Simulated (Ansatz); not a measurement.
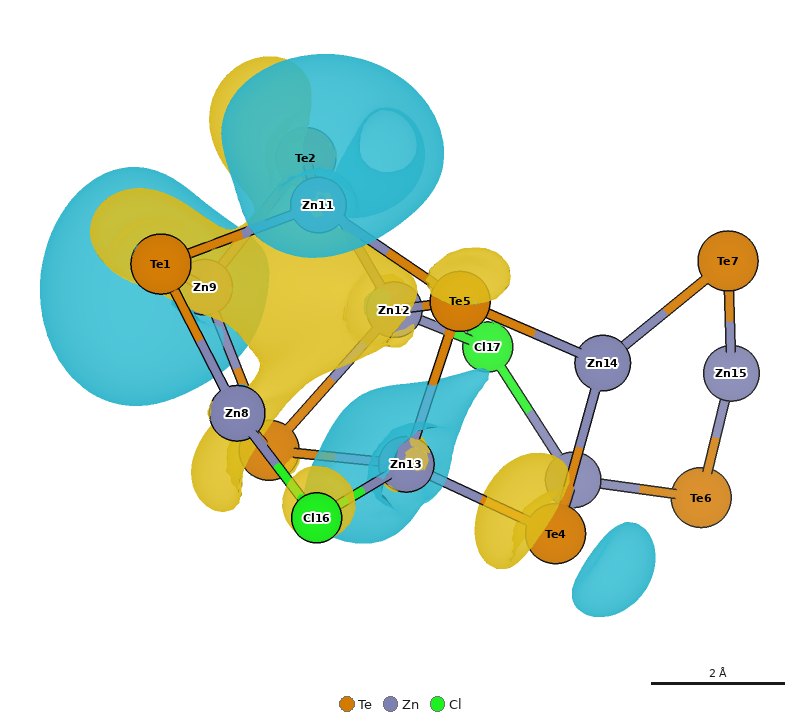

The picture shows: Cl$_{2}$Te$_{7}$Zn$_{8}$ (Zn8Te7 zinc blende off rod). One frontier orbital at ±0.06 Å⁻³ᐟ² (yellow and cyan are the two phases), seen at a tilt.

Geometry: PBE-D4/def2-SVP; core potentials replace the inner electrons of Te.

Level of theory: RKS PBE0-D4/def2-SVP in Ansatz.

```xyz
17

Te   -0.3523    0.8495   -4.9450
Te    2.2509   -1.7396   -2.6235
Te   -2.0576   -1.4254   -1.5269
Te   -1.7104    1.0806    2.3631
Te    0.8442    1.9450   -0.6888
Te   -0.0206   -2.1087    5.3041
Te    3.1090    1.1407    3.2549
Zn   -1.9560    0.8519   -2.9437
Zn   -0.1943   -1.3769   -3.4541
Zn   -0.6410   -1.1952    3.0311
Zn    1.4327    0.7408   -2.9518
Zn    0.5948   -0.8348   -0.7149
Zn   -1.6511    1.0200   -0.2163
Zn    0.9263    1.2124    2.0013
Zn    1.7328   -0.5217    4.5031
Cl   -3.0669    2.3764   -1.6462
Cl    0.7594   -2.0149    1.2537
```

**Which orbital is it: HOMO or LUMO?**

The LUMO, at −2.76 eV. It lies mainly on Zn9 (about 30 %), Zn11 (about 20 %), Te2 (about 10 %), Te1 (about 5 %) and Te3 (about 5 %).
